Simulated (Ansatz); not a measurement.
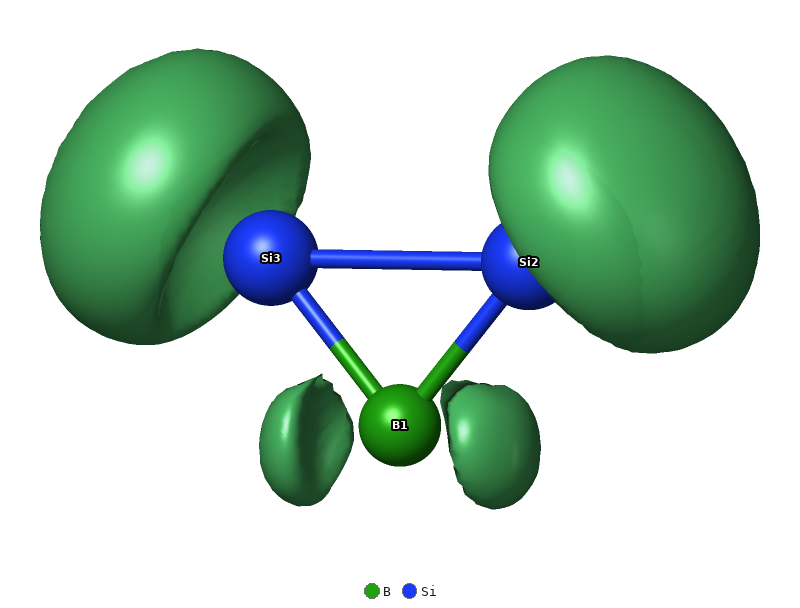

BSi2 (doublet). Isosurface of the electron localisation function at 0.85 (green), seen at a tilt. Core shells and regions of very low density are left out.

Geometry: PBE0-D4/def2-TZVP.

Theory: UKS PBE0-D4/def2-TZVP (Ansatz).

The calculation's input:

```
crystal:
  periodic: [false, false, false]
  atoms:
    - {symbol: B, position_ang: [0.461073, 0.712439, -0.396106]}
    - {symbol: Si, position_ang: [-0.603515, 0.369702, 1.069414]}
    - {symbol: Si, position_ang: [0.142452, -1.082141, -0.673308]}
basis:
  gaussian: {orbitals: def2-TZVP, initial_orbitals: start.molden}
magnetization: {spin_polarized: true, initial_magnetization: 1}
hamiltonian: {xc: pbe0, dispersion: d4}
output: {orbitals: {seedname: orbitals}}
```

Launched as:

```sh
ansatz run in.yaml --threads 4 --pin off --events-out ev --progress --plain --max-ram 3916MiB
```

Question: Where are the electrons localised?

Answer: The surface consists of two lobes on B, pointing away from the bonds (non-bonding electrons) and two lobes on Si, pointing away from the bonds (non-bonding electrons). Along the contacts the grid gives the following. Si–B (1.84 Å): the ELF peaks at about 0.80 between the atoms; localised, covalent bonding. Si–Si (2.39 Å): the ELF peaks at about 0.75 between the atoms (localised, covalent bonding).
